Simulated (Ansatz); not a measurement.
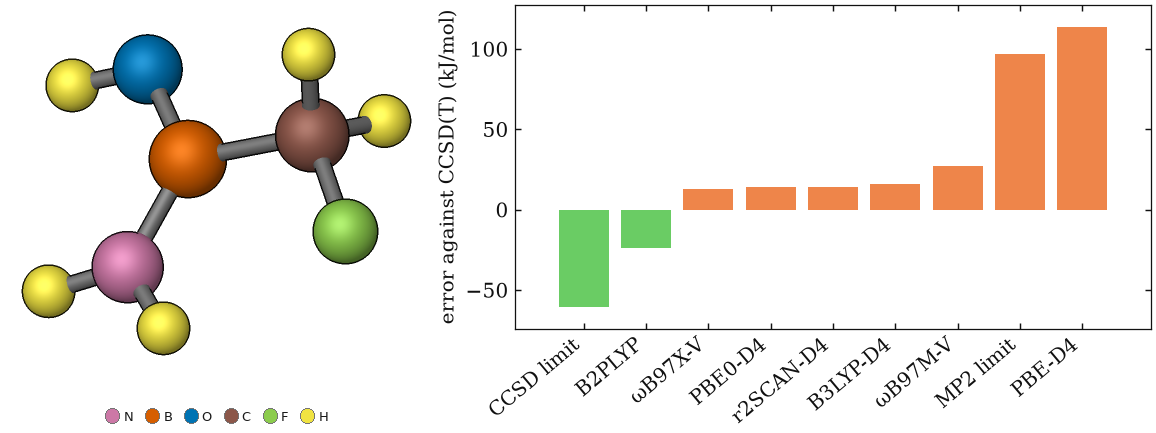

Error in the electronic atomisation energy (method less reference, so positive means overbinding) of CH₅BFNO, SMILES NB(O)CF: functionals in def2-TZVPP against frozen-core CCSD(T) at the limit (MP2 extrapolated from triple and quadruple zeta, plus CCSD(T) less MP2 in a smaller set), which gives 3992.3 kJ/mol, at a PBE0-D4/def2-TZVP geometry (no frequency check), no zero-point or spin-orbit term, the Ansatz code. The reference leaves out core correlation, a term that grows with the number of heavy atoms. B2PLYP holds a correlation term that converges slowly with the basis, so part of the distance to the limit is basis error. No dispersion term is added to B2PLYP. Limit means the basis limit.

Question: Which of these levels overbind, and which underbind?

Answer: Overbind: ωB97M-V, MP2 limit and PBE-D4. Underbind: CCSD limit. Within 25 kJ/mol of zero, too close to call in view of what the reference leaves out: B2PLYP, ωB97X-V, PBE0-D4, r2SCAN-D4 and B3LYP-D4.

Question: Give the values.

Answer:
```
     level  kJ/mol
CCSD limit   −60.2
    B2PLYP   −23.8
   ωB97X-V    12.7
   PBE0-D4    13.9
 r2SCAN-D4    14.1
  B3LYP-D4    15.8
   ωB97M-V    27.4
 MP2 limit    97.0
    PBE-D4   113.7
```

Limits of at least one run: one conformer of a flexible molecule.
